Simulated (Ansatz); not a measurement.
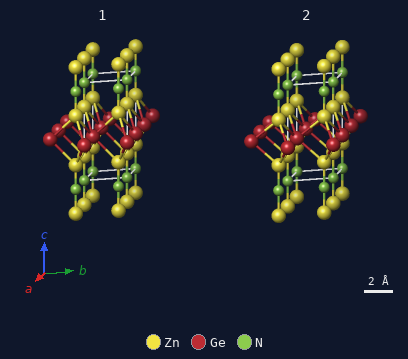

Two geometries of solid Zn₂GeN (a generated structure, set up in P-6m2) (coarse preliminary run), drawn at one scale. One is the start of a relaxation, the other its converged end. A ball-and-stick model of the cell of the calculation, repeated 2 × 1 × 1 with one cell outlined, seen slightly off an axis.

Level of theory: DFT PBE, scalar-relativistic, plane waves, PAW in Ansatz 0.2.0. Set-up: plane-wave cutoff 420 eV; k-point mesh 6 × 6 × 4; occupations gaussian; smearing width 0.1 eV; no spin polarisation; cell and atoms relaxed; force threshold 0.04 eV/Å; at most 70 steps.

Which geometry has the lower energy?

Structure 1 is the relaxed one. After 3 accepted moves (4 points after the start) the energy has fallen by 49.5 meV per atom. The largest force component goes from 1 to 0.012 eV/Å. Pressure: −4.37 GPa at the start and −0.08 GPa at the end. The SCF was repeated once at an unchanged geometry on a basis and grid sized afresh for the cell, which shifted the energy by 1.4 meV per atom at most. The largest moves relative to the cell, 0.11 Å, are those of Zn atoms. Ge and N stay in place. Cell: a = b 3.525 → 3.310 Å (−6.1 %), c 7.167 → 7.301 Å (+1.9 %). Volume −10.2 %. Among the contacts that change: N–Zn 1.886 → 1.811 Å. Bond angles that change, for instance: Zn–Ge–Zn 79.7° → 87.8°, Ge–Zn–Ge 83.4° → 77.2°, Zn–Ge–Zn 83.4° → 77.2°. The space group stays P-6m2 (No. 187). Cost: 24 s on 1 thread of Arm Neoverse V2, with other jobs on the host, peak memory 0.34 GiB.
